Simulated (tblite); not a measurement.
Run report: Al₂As₂H₇O, geometry relaxation

Al₂As₂H₇O, multiplicity 2, SMILES [O][AlH-]1[AsH2+][AlH2-][AsH2+]1, computed with GFN1-xTB geometry optimisation, gas phase (tblite 0.8.0).

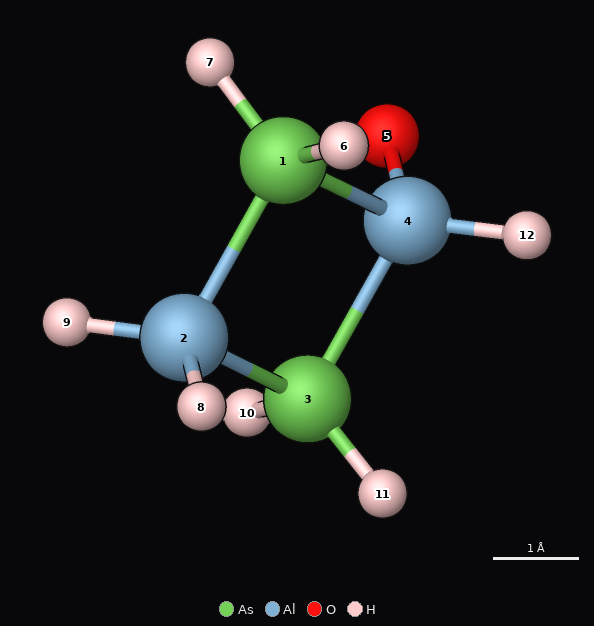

**Figure 1.** The structure as given in the input (ball-and-stick view, seen at a tilt; atoms are numbered from 1 in the order of the input). Sticks mark near contacts. Bond lengths as drawn: Al–As 2.40 to 2.44 Å, Al–H 1.48 to 1.53 Å, Al–O 1.84 Å and As–H 1.47 to 1.51 Å.

Input file
```
{"job": {"kind": "relax", "xc": "GFN1-xTB", "basis": "xTB"}, "charge": 0, "multiplicity": 2}
As     2.133179     1.789697     0.024058
Al     3.413557    -0.240728     0.144241
As     1.466683    -1.440712     0.938084
Al     0.167632     0.598369     0.830631
O     -0.349267     1.168658     2.496697
H      1.966004     2.278236    -1.347812
H      2.595038     2.811783     1.039275
H      3.844117    -0.696945    -1.246801
H      4.461543    -0.161626     1.181442
H      1.628296    -1.916178     2.321739
H      0.981054    -2.422664    -0.075966
H     -0.903466     0.526915    -0.216726
```

The first line tells a small driver script what to run in tblite; the rest is the geometry in Å.

Hardware: 1 CPU thread, shared host.

Launch command:
```bash
OMP_NUM_THREADS=1 python <driver script> task.json out
```

The program's output
```
step      E/eV     max force
  0    -428.27286    3.765
  1    -428.71190    2.626
  2    -428.64879    7.762
  3    -429.06344    0.975
  4    -429.16014    0.850
  5    -429.41280    2.145
  6    -429.51525    1.520
  7    -429.58149    0.404
  8    -429.59206    0.315
  9    -429.60804    0.361
 10    -429.61726    0.390
 11    -429.62907    0.297
 12    -429.63729    0.330
 13    -429.64577    0.326
 14    -429.65314    0.240
 15    -429.65757    0.181
 16    -429.66075    0.207
 17    -429.66506    0.253
 18    -429.67030    0.226
 19    -429.67654    0.238
 20    -429.68177    0.217
 21    -429.68561    0.159
 22    -429.68904    0.183
 23    -429.69322    0.215
 24    -429.69822    0.298
 25    -429.70308    0.274
 26    -429.70689    0.152
 27    -429.70913    0.104
 28    -429.71035    0.101
 29    -429.71143    0.109
 30    -429.71272    0.101
 31    -429.71476    0.135
 32    -429.71830    0.244
 33    -429.72436    0.385
 34    -429.73378    0.473
 35    -429.74577    0.422
 36    -429.75684    0.410
 37    -429.76563    0.304
 38    -429.76679    0.604
 39    -429.77835    0.320
 40    -429.78350    0.289
 41    -429.79440    0.325
 42    -429.79968    0.278
 43    -429.80858    0.345
 44    -429.82024    0.378
 45    -429.83559    0.383
 46    -429.84790    0.299
 47    -429.85620    0.274
 48    -429.86138    0.206
 49    -429.86585    0.222
 50    -429.87096    0.249
 51    -429.87618    0.201
 52    -429.88113    0.205
 53    -429.88514    0.197
 54    -429.88993    0.199
 55    -429.89345    0.123
 56    -429.89514    0.117
 57    -429.89639    0.097
 58    -429.89801    0.119
 59    -429.90034    0.137
 60    -429.90240    0.104
 61    -429.90364    0.082
 62    -429.90460    0.103
 63    -429.90608    0.117
 64    -429.90834    0.155
 65    -429.91091    0.155
 66    -429.91315    0.125
 67    -429.91546    0.162
 68    -429.91839    0.193
 69    -429.92422    0.298
 70    -429.93452    0.469
 71    -429.94837    0.582
 72    -429.97169    0.539
 73    -429.98503    0.459
 74    -430.00372    0.297
 75    -430.01211    0.343
 76    -430.02425    0.355
 77    -430.04757    0.540
 78    -430.08075    0.767
 79    -430.12086    0.693
 80    -430.13461    0.575
 81    -430.17402    0.332
 82    -430.19694    0.548
 83    -430.21068    0.472
 84    -430.22396    0.385
 85    -430.24409    0.349
 86    -430.26614    0.402
 87    -430.28654    0.343
 88    -430.29629    0.240
 89    -430.30161    0.180
 90    -430.30661    0.185
 91    -430.31229    0.186
 92    -430.31622    0.146
 93    -430.31848    0.102
 94    -430.31939    0.082
 95    -430.32006    0.078
 96    -430.32100    0.071
 97    -430.32256    0.091
 98    -430.32451    0.094
 99    -430.32613    0.085
100    -430.32708    0.077
101    -430.32774    0.081
102    -430.32834    0.080
103    -430.32889    0.056
104    -430.32928    0.043
105    -430.32953    0.036
106    -430.32971    0.033
107    -430.32986    0.036
108    -430.33003    0.040
109    -430.33032    0.057
110    -430.33074    0.070
111    -430.33123    0.060
112    -430.33154    0.043
113    -430.33167    0.024
114    -430.33173    0.024
115    -430.33182    0.027
116    -430.33197    0.036
117    -430.33222    0.058
118    -430.33260    0.070
119    -430.33310    0.064
120    -430.33362    0.062
121    -430.33412    0.055
122    -430.33459    0.064
123    -430.33505    0.065
124    -430.33550    0.050
125    -430.33594    0.069
126    -430.33646    0.109
127    -430.33728    0.146
128    -430.33853    0.156
129    -430.34006    0.117
130    -430.34121    0.095
131    -430.34175    0.049
132    -430.34199    0.038
133    -430.34220    0.033
134    -430.34246    0.036
135    -430.34268    0.035
136    -430.34291    0.034
137    -430.34312    0.036
138    -430.34334    0.032
139    -430.34353    0.025
140    -430.34366    0.028
141    -430.34374    0.032
142    -430.34382    0.029
143    -430.34391    0.019
144    -430.34397    0.018
145    -430.34401    0.017
146    -430.34404    0.012
147    -430.34407    0.009
148    -430.34408    0.009
149    -430.34410    0.010
150    -430.34411    0.009
151    -430.34412    0.006
```

Trajectory as extended XYZ (Å, eV, eV/Å), 18 of the 27 frames kept, from step=0 to step=151
```
12
Properties=species:S:1:pos:R:3:forces:R:3 step=0 energy=-428.27286
As    2.1332    1.7897    0.0241   -0.0080  -0.7410   0.8780
Al    3.4136   -0.2407    0.1442   -0.3240  -0.1030  -0.3780
As    1.4667   -1.4407    0.9381    0.3650   1.0370  -0.4940
Al    0.1676    0.5984    0.8306   -1.3010   1.2270   3.3130
O    -0.3493    1.1687    2.4967    1.3000  -1.1080  -3.0400
H     1.9660    2.2782   -1.3478    0.2490   1.0270   0.1780
H     2.5950    2.8118    1.0393   -0.1900   0.3120  -1.1060
H     3.8441   -0.6969   -1.2468   -0.0380  -0.0950  -0.2540
H     4.4615   -0.1616    1.1814    0.5490   0.0640   0.6570
H     1.6283   -1.9162    2.3217   -0.3790  -0.9740  -0.2930
H     0.9811   -2.4227   -0.0760    0.0060  -0.5740   0.9790
H    -0.9035    0.5269   -0.2167   -0.2290  -0.0710  -0.4400
12
Properties=species:S:1:pos:R:3:forces:R:3 step=12 energy=-429.63729
As    2.0979    1.7888    0.0568    0.0150   0.0590  -0.0250
Al    3.4637   -0.2445    0.1349   -0.2370   0.0330  -0.0090
As    1.4460   -1.4073    0.9374    0.0480  -0.0790   0.0040
Al   -0.0290    0.6691    0.9210   -0.1370  -0.0290  -0.2410
O    -0.1639    1.1245    2.4668    0.1150  -0.0570  -0.1160
H     2.0688    2.5450   -1.2179    0.0420   0.0220   0.0050
H     2.5890    2.9753    0.7895    0.0080   0.0090   0.0010
H     3.8254   -0.7140   -1.2928   -0.0600   0.0190   0.0580
H     4.5135   -0.1583    1.2499   -0.0120   0.0070   0.0410
H     1.5368   -2.1792    2.1964   -0.0040  -0.0010  -0.0110
H     1.0009   -2.6093    0.1914    0.0310  -0.0200   0.0280
H    -0.9449    0.5046   -0.3446    0.1900   0.0380   0.2670
12
Properties=species:S:1:pos:R:3:forces:R:3 step=18 energy=-429.67030
As    2.0895    1.8379    0.0413   -0.0130  -0.1350   0.1170
Al    3.3977   -0.2222    0.1582   -0.0880   0.0070  -0.1210
As    1.4342   -1.4525    0.9494    0.0100   0.1920  -0.0940
Al   -0.0233    0.6588    0.8772    0.1430   0.0200   0.1740
O    -0.0859    1.0972    2.4313    0.1010  -0.0420  -0.0310
H     2.1050    2.5864   -1.2292    0.0620   0.0620  -0.0950
H     2.6038    3.0079    0.7876   -0.0240  -0.0420  -0.0110
H     3.7855   -0.7029   -1.2626   -0.1110   0.0270   0.0350
H     4.4751   -0.1553    1.2441   -0.0260   0.0390   0.1250
H     1.5362   -2.2097    2.2076   -0.0020  -0.0250   0.0780
H     1.0179   -2.6599    0.2064    0.0300  -0.0720  -0.0220
H    -0.9314    0.5091   -0.3223   -0.0820  -0.0330  -0.1560
12
Properties=species:S:1:pos:R:3:forces:R:3 step=30 energy=-429.71272
As    2.0563    1.8727    0.0032    0.0100   0.0200  -0.0670
Al    3.3222   -0.1739    0.1658   -0.0700   0.0480  -0.0540
As    1.4106   -1.4776    0.9288    0.0120  -0.0570   0.0110
Al   -0.0002    0.6548    0.8527    0.0230  -0.0110  -0.0770
O     0.1537    1.0148    2.4173    0.0090  -0.0200   0.0910
H     2.2351    2.6377   -1.2598    0.0310  -0.0180   0.0500
H     2.5838    2.9950    0.8095   -0.0410  -0.0360   0.0030
H     3.6312   -0.6830   -1.2537    0.0800  -0.0190   0.0140
H     4.3258   -0.1110    1.3214    0.0450  -0.0160   0.0060
H     1.5118   -2.1799    2.2281   -0.0440   0.0710  -0.0390
H     1.0977   -2.7482    0.2240    0.0110   0.0250   0.0310
H    -0.9239    0.4935   -0.3483   -0.0650   0.0120   0.0310
12
Properties=species:S:1:pos:R:3:forces:R:3 step=36 energy=-429.75684
As    1.9608    1.8938   -0.0939    0.2120  -0.1260   0.0240
Al    3.3026   -0.0898    0.0980    0.2260   0.2090   0.0410
As    1.4365   -1.4758    0.8732   -0.0270   0.1410  -0.0030
Al   -0.0016    0.6984    0.8416    0.0040  -0.0220   0.1920
O     0.3089    0.8507    2.4310   -0.0020  -0.1630  -0.3760
H     2.4106    2.6779   -1.2748   -0.0570   0.0720   0.0450
H     2.4662    2.9024    0.8679    0.0250  -0.0580  -0.0860
H     3.7618   -0.7371   -1.2433   -0.0840   0.0400   0.0760
H     4.2807   -0.1286    1.3158   -0.0890   0.0080  -0.0810
H     1.3753   -2.0073    2.2375   -0.0060  -0.0550   0.1120
H     1.1520   -2.8034    0.2769   -0.1050  -0.0510   0.0220
H    -1.0495    0.5137   -0.2410   -0.0960   0.0050   0.0340
12
Properties=species:S:1:pos:R:3:forces:R:3 step=48 energy=-429.86138
As    1.9929    1.8438   -0.1309    0.0540   0.0310  -0.0820
Al    3.4617   -0.0125    0.0922   -0.0560  -0.1690  -0.0410
As    1.4929   -1.4160    0.9106   -0.0940  -0.0700   0.0900
Al   -0.0032    0.6944    0.6962   -0.0220   0.0510   0.1710
O     0.3503    0.6010    2.2947    0.0660  -0.1320  -0.1440
H     2.3498    2.7496   -1.2590   -0.0290  -0.0330   0.0820
H     2.4639    2.8130    0.8815   -0.0740   0.0350  -0.0050
H     3.8492   -0.7557   -1.2263    0.0170   0.0440   0.1010
H     4.3778   -0.1431    1.3316    0.0530   0.0680  -0.0570
H     1.3263   -1.9259    2.2878    0.0400   0.0430  -0.0790
H     1.0108   -2.7235    0.3474   -0.0070   0.0980   0.0440
H    -1.2680    0.5696   -0.1367    0.0520   0.0330  -0.0810
12
Properties=species:S:1:pos:R:3:forces:R:3 step=54 energy=-429.88993
As    2.0110    1.8247   -0.1368    0.0200  -0.1160   0.1200
Al    3.4499   -0.0832    0.1181   -0.0240   0.0420  -0.0280
As    1.4833   -1.3996    0.9343   -0.0070   0.0660  -0.1620
Al   -0.0047    0.7291    0.6738    0.0720   0.1160  -0.0300
O     0.3845    0.4996    2.2545   -0.0220  -0.0120   0.0480
H     2.3104    2.7576   -1.2420    0.0020   0.0740  -0.0780
H     2.4301    2.8137    0.8835   -0.0720  -0.0110  -0.0160
H     3.8739   -0.7556   -1.2096   -0.0040  -0.0400  -0.0090
H     4.4277   -0.1050    1.3081    0.0220   0.0300   0.0140
H     1.3475   -1.9096    2.2951    0.0130  -0.0860   0.1790
H     0.9646   -2.6795    0.3656    0.0010  -0.1020  -0.0160
H    -1.2738    0.6027   -0.1556   -0.0010   0.0370  -0.0220
12
Properties=species:S:1:pos:R:3:forces:R:3 step=66 energy=-429.91315
As    2.0664    1.8241   -0.1348   -0.0470  -0.0860   0.0520
Al    3.4312   -0.1642    0.1490   -0.0250   0.0040  -0.0140
As    1.4630   -1.4261    0.9326   -0.1140  -0.0490   0.0140
Al    0.0207    0.8774    0.6485   -0.0360  -0.0220   0.0320
O     0.3744    0.4289    2.2018    0.0000   0.0120  -0.0690
H     2.2479    2.7811   -1.2480    0.0070   0.0490   0.0260
H     2.3536    2.8411    0.9008    0.0490   0.0070  -0.0600
H     3.8304   -0.7959   -1.1974    0.0390  -0.0020  -0.0430
H     4.4359   -0.0583    1.3038    0.0250  -0.0290   0.0340
H     1.4135   -1.9573    2.3015    0.0320   0.0490   0.0820
H     1.0232   -2.7703    0.4057    0.1110   0.0140  -0.0540
H    -1.2559    0.7143   -0.1745   -0.0410   0.0520   0.0000
12
Properties=species:S:1:pos:R:3:forces:R:3 step=72 energy=-429.97169
As    2.0888    1.8142   -0.1672   -0.0880   0.3540  -0.3570
Al    3.3592   -0.3198    0.1773    0.1070  -0.0250   0.0670
As    1.4198   -1.5313    0.9075    0.0710  -0.0880   0.0810
Al   -0.0511    1.1114    0.5771   -0.1870   0.1620  -0.0810
O     0.3401    0.2837    1.9606   -0.0030  -0.1020  -0.0340
H     2.2030    2.9071   -1.2178   -0.0280  -0.4560   0.2860
H     2.2941    2.8288    0.8946    0.0800  -0.0960   0.0730
H     3.8391   -0.8956   -1.1845   -0.0130   0.1380   0.0410
H     4.3817   -0.1213    1.3369   -0.0790   0.0230  -0.1310
H     1.5033   -1.8758    2.3359    0.0450  -0.0970  -0.0010
H     1.4951   -3.0278    0.5072   -0.0200   0.0960   0.0680
H    -1.4687    1.1212   -0.0387    0.1150   0.0910  -0.0130
12
Properties=species:S:1:pos:R:3:forces:R:3 step=84 energy=-430.22396
As    1.9619    1.7650   -0.2545   -0.0590   0.0300  -0.0580
Al    3.3000   -0.3663    0.1498    0.1390  -0.0700  -0.0400
As    1.5877   -1.8069    0.9444   -0.2220   0.1400  -0.2820
Al   -0.2437    1.4057    0.5296   -0.0610  -0.1720  -0.1890
O     0.1016   -0.0505    1.2402   -0.1770  -0.1250   0.2040
H     2.1751    2.9190   -1.1753    0.1300  -0.0680   0.1000
H     2.2930    2.5909    0.9354    0.1030   0.0220  -0.0020
H     3.9118   -0.8898   -1.1717   -0.0430   0.1100  -0.0980
H     4.2981   -0.1493    1.3157    0.0210   0.2070   0.0130
H     1.6150   -1.8096    2.4141    0.0080  -0.0980   0.0880
H     2.0716   -3.2680    0.8415    0.0470  -0.0530   0.1950
H    -1.6679    1.9547    0.3198    0.1140   0.0770   0.0680
12
Properties=species:S:1:pos:R:3:forces:R:3 step=90 energy=-430.30661
As    1.9207    1.6794   -0.2572    0.1210   0.0720   0.1210
Al    3.3382   -0.3622    0.1136   -0.0830   0.0490   0.0200
As    1.5841   -1.7920    0.9088    0.0000  -0.0110  -0.0030
Al   -0.2940    1.3424    0.5325   -0.0440  -0.0080  -0.1640
O    -0.0605   -0.1493    1.1991   -0.0560  -0.0870   0.0850
H     2.2380    2.8347   -1.1244    0.0050   0.0760  -0.1050
H     2.3293    2.4797    0.9348   -0.0230  -0.0810   0.0170
H     3.9337   -0.8085   -1.2416   -0.0040  -0.0240   0.0180
H     4.2895   -0.0452    1.2993    0.0320   0.0280  -0.0540
H     1.6082   -1.7582    2.3866   -0.0200   0.0520  -0.0030
H     2.1353   -3.2309    0.9448    0.0130  -0.0620   0.0020
H    -1.6181    2.1048    0.3926    0.0590  -0.0040   0.0660
12
Properties=species:S:1:pos:R:3:forces:R:3 step=102 energy=-430.32834
As    1.9430    1.6793   -0.2568    0.0110   0.0230  -0.0010
Al    3.3442   -0.3549    0.1103    0.0320  -0.0200  -0.0200
As    1.6018   -1.7924    0.9067   -0.0580  -0.0450  -0.0320
Al   -0.2919    1.2842    0.4518    0.0120  -0.0240   0.0350
O    -0.1307   -0.2277    1.1040    0.0110   0.0400  -0.0400
H     2.2344    2.8664   -1.0970   -0.0060   0.0040  -0.0170
H     2.2889    2.4480    0.9702   -0.0160  -0.0240   0.0250
H     3.9306   -0.8417   -1.2366   -0.0190   0.0100  -0.0030
H     4.3278    0.0100    1.2523    0.0150   0.0020   0.0040
H     1.5750   -1.6884    2.3779   -0.0020   0.0060   0.0450
H     2.1336   -3.2391    1.0119    0.0160   0.0450   0.0120
H    -1.5523    2.1510    0.4942    0.0040  -0.0180  -0.0090
12
Properties=species:S:1:pos:R:3:forces:R:3 step=108 energy=-430.33003
As    1.9482    1.6795   -0.2597    0.0180   0.0220   0.0210
Al    3.3458   -0.3688    0.1111   -0.0130   0.0120   0.0020
As    1.5925   -1.7965    0.9055    0.0040   0.0110  -0.0030
Al   -0.2835    1.2849    0.4472   -0.0170   0.0280  -0.0140
O    -0.1303   -0.2344    1.0798   -0.0050  -0.0090   0.0050
H     2.2305    2.8752   -1.0925   -0.0020   0.0040   0.0150
H     2.2692    2.4397    0.9830    0.0020  -0.0300  -0.0260
H     3.9216   -0.8497   -1.2393    0.0000   0.0000  -0.0240
H     4.3329    0.0155    1.2445    0.0080  -0.0190   0.0030
H     1.5716   -1.6738    2.3780   -0.0060  -0.0010   0.0080
H     2.1476   -3.2329    1.0284    0.0090   0.0050   0.0180
H    -1.5418    2.1560    0.5029    0.0030  -0.0220  -0.0040
12
Properties=species:S:1:pos:R:3:forces:R:3 step=120 energy=-430.33362
As    1.9598    1.6876   -0.2599   -0.0420   0.0280   0.0360
Al    3.3315   -0.3775    0.0816    0.0490  -0.0130   0.0000
As    1.5952   -1.7916    0.9253    0.0060  -0.0250   0.0240
Al   -0.2786    1.2808    0.4137   -0.0500  -0.0030  -0.0030
O    -0.1378   -0.2508    1.0225    0.0050   0.0170   0.0020
H     2.2454    2.9284   -1.0200    0.0110   0.0010  -0.0170
H     2.2644    2.3835    1.0214    0.0010  -0.0190   0.0150
H     3.8814   -0.8430   -1.2872   -0.0150  -0.0130   0.0050
H     4.3455   -0.0213    1.2019    0.0150   0.0000  -0.0050
H     1.5498   -1.6232    2.3943    0.0070   0.0290  -0.0210
H     2.2027   -3.2039    1.1189   -0.0040  -0.0010  -0.0170
H    -1.5549    2.1258    0.4763    0.0160  -0.0010  -0.0160
12
Properties=species:S:1:pos:R:3:forces:R:3 step=126 energy=-430.33646
As    1.9559    1.6932   -0.2377    0.0090  -0.0240   0.0190
Al    3.3379   -0.3897    0.0476   -0.0250   0.0660   0.0830
As    1.6095   -1.7844    0.9500   -0.0180   0.0070  -0.0660
Al   -0.2932    1.2712    0.3956   -0.0040   0.0150  -0.0150
O    -0.1489   -0.2578    1.0057    0.0160  -0.0020   0.0050
H     2.2621    2.9567   -0.9560    0.0030  -0.0170   0.0180
H     2.2590    2.3344    1.0742   -0.0120  -0.0120  -0.0190
H     3.8457   -0.8469   -1.3352   -0.0080  -0.0260  -0.0120
H     4.3719   -0.0396    1.1536    0.0250  -0.0130  -0.0300
H     1.5517   -1.5658    2.4101    0.0350  -0.0050   0.0000
H     2.2236   -3.1867    1.1727   -0.0030   0.0040   0.0220
H    -1.5708    2.1103    0.4084   -0.0190   0.0080  -0.0060
12
Properties=species:S:1:pos:R:3:forces:R:3 step=138 energy=-430.34334
As    1.9568    1.6933   -0.1793   -0.0140  -0.0180  -0.0190
Al    3.3310   -0.3932   -0.0037   -0.0070   0.0090  -0.0040
As    1.6272   -1.7564    0.9862   -0.0090  -0.0030   0.0140
Al   -0.3212    1.2552    0.3325   -0.0010  -0.0080  -0.0080
O    -0.1617   -0.2681    0.9545   -0.0060   0.0280  -0.0110
H     2.3261    3.0127   -0.7516    0.0100  -0.0030  -0.0030
H     2.2060    2.1933    1.2001   -0.0100   0.0100   0.0280
H     3.7081   -0.8669   -1.4251    0.0130  -0.0010  -0.0260
H     4.4769   -0.1013    1.0007    0.0040   0.0000   0.0120
H     1.6062   -1.4067    2.4223    0.0150  -0.0050   0.0140
H     2.2705   -3.1205    1.3328   -0.0020  -0.0030  -0.0040
H    -1.6216    2.0534    0.2195    0.0070  -0.0060   0.0080
12
Properties=species:S:1:pos:R:3:forces:R:3 step=144 energy=-430.34397
As    1.9511    1.6913   -0.1851    0.0160  -0.0010   0.0100
Al    3.3297   -0.3880   -0.0022   -0.0010  -0.0050   0.0050
As    1.6258   -1.7591    0.9850    0.0010   0.0110   0.0040
Al   -0.3249    1.2601    0.3369   -0.0130  -0.0070  -0.0070
O    -0.1627   -0.2587    0.9658    0.0140   0.0050   0.0000
H     2.3405    3.0005   -0.7685   -0.0050  -0.0020   0.0010
H     2.1957    2.2041    1.1932   -0.0060  -0.0060  -0.0070
H     3.7205   -0.8642   -1.4217    0.0030   0.0050  -0.0010
H     4.4690   -0.0994    1.0143   -0.0090  -0.0030  -0.0050
H     1.6191   -1.4220    2.4255    0.0020  -0.0020  -0.0040
H     2.2639   -3.1289    1.3134    0.0000  -0.0020   0.0020
H    -1.6232    2.0591    0.2323   -0.0010   0.0070   0.0030
12
Properties=species:S:1:pos:R:3:forces:R:3 step=151 energy=-430.34412
As    1.9513    1.6897   -0.1847   -0.0030   0.0010   0.0000
Al    3.3289   -0.3906   -0.0050    0.0020  -0.0010   0.0030
As    1.6267   -1.7576    0.9878    0.0040   0.0000  -0.0030
Al   -0.3277    1.2598    0.3302    0.0040   0.0010  -0.0040
O    -0.1593   -0.2584    0.9592    0.0000   0.0020   0.0050
H     2.3435    3.0013   -0.7605   -0.0020   0.0010   0.0000
H     2.1867    2.1966    1.1970   -0.0020  -0.0030  -0.0020
H     3.7197   -0.8634   -1.4257   -0.0020   0.0020  -0.0010
H     4.4699   -0.1042    1.0093   -0.0020   0.0000   0.0010
H     1.6216   -1.4144    2.4268    0.0010  -0.0020  -0.0040
H     2.2687   -3.1252    1.3209   -0.0010  -0.0010   0.0050
H    -1.6256    2.0612    0.2335    0.0010   0.0020   0.0000
```

Key numbers

- outcome: converged
- total energy: −430.3441 eV
- wall time: 7.1 s
- peak memory: 0.18 GiB
